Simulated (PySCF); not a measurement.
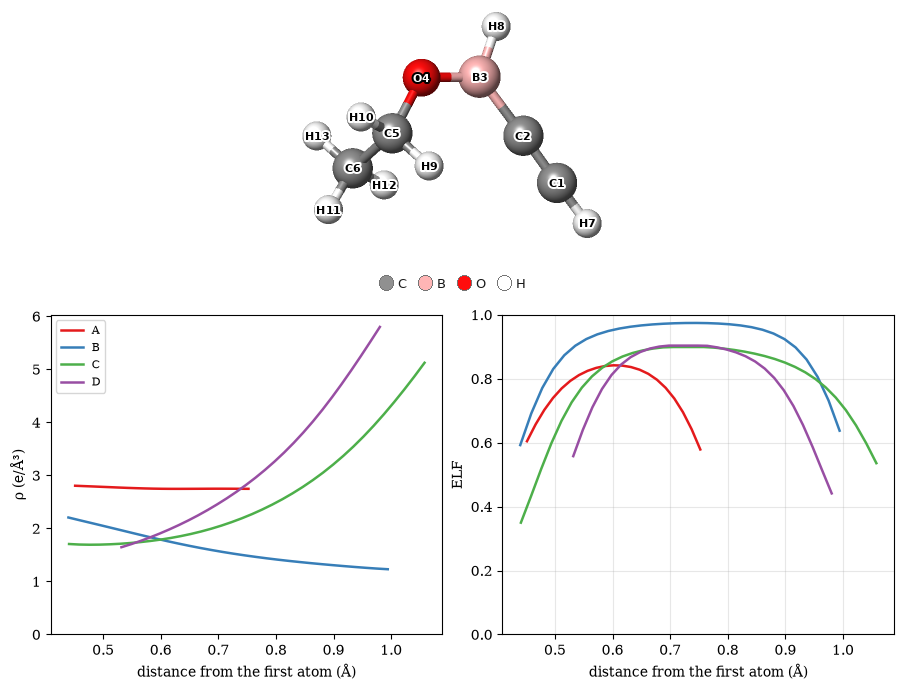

Figure. C4H7BO (SMILES C#CBOCC). Total electron density and electron localisation function along straight lines between neighbouring atoms. The curves leave out the atomic cores. The structure is drawn too.

Geometry: GFN2-xTB.

Computed with PySCF, CAM-B3LYP/def2-SVPD, SCF density, gas phase.

```xyz
13

C     2.6691   -0.6631   -0.0533
C     1.8885    0.2382   -0.2171
B     0.8740    1.3644   -0.4195
O    -0.3777    1.3206    0.0257
C    -0.9451    0.2235    0.7067
C    -1.5781   -0.7539   -0.2773
H     3.3675   -1.4389    0.0808
H     1.1777    2.3467   -0.9877
H    -0.1806   -0.2931    1.3004
H    -1.7085    0.6303    1.3793
H    -2.0552   -1.5677    0.2618
H    -0.8127   -1.1624   -0.9336
H    -2.3231   -0.2442   -0.8837
```

Which curve belongs to which contact (B–O, C–B, C–C and C–O)? The first atom named is at distance zero.

Answer. Curve A: C–C (1.20 Å): the density is about 2.7 e/Å³ at the midpoint; the ELF peaks at about 0.85 between the atoms: a multiple bond. Curve B: C–B (1.53 Å): ρ at the midpoint is about 1.5 e/Å³; the ELF peaks at about 1 between the atoms (localised, covalent bonding). Curve C: C–O (1.41 Å): ρ is about 2.1 e/Å³ halfway, with its minimum of 1.7 e/Å³ about 0.5 Å from C; the ELF peaks at about 0.90 between the atoms (a shared but strongly polarised pair). Curve D: B–O (1.33 Å): ρ is about 2.2 e/Å³ halfway; the ELF peaks at about 0.90 between the atoms; a polar covalent bond.
